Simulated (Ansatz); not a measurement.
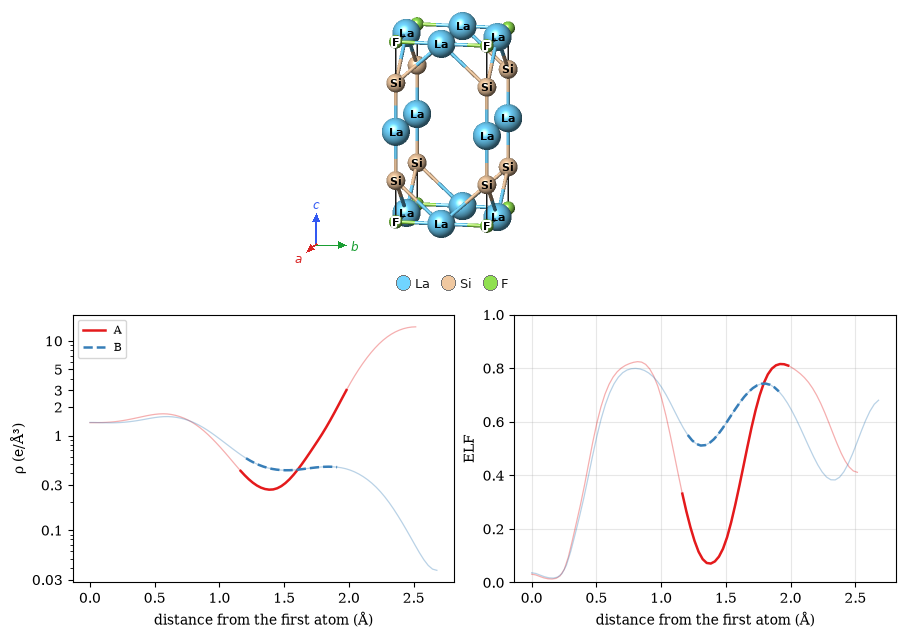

Figure 1: La₃Si₂F. Valence pseudo-density and ELF along straight lines between neighbouring atoms. Thin, pale parts lie inside the atomic spheres. The structure is drawn too.

Space group P4/mmm; a structure generated by program, which may or may not match a known phase.

Method: DFT PBE, scalar-relativistic, plane waves, PAW (Ansatz).

Core electrons are frozen (PAW), and the valence fields are smoothed inside the atomic spheres.

**Which curve belongs to which contact (La–F and La–Si)? The first atom named is at distance zero.**

Curve A: La–F (2.52 Å): ρ at the midpoint is about 0.32 e/Å³, with its minimum of 0.27 e/Å³ about 1.4 Å from La; the ELF is about 0.15 at the midpoint; no shared electron pair shows on this line. Curve B: La–Si (2.68 Å): the density is about 0.47 e/Å³ at the midpoint; the ELF peaks at about 0.75 in the valence shell of Si, 0.9 Å from its nucleus, and drops to about 0.50 between the two atoms.
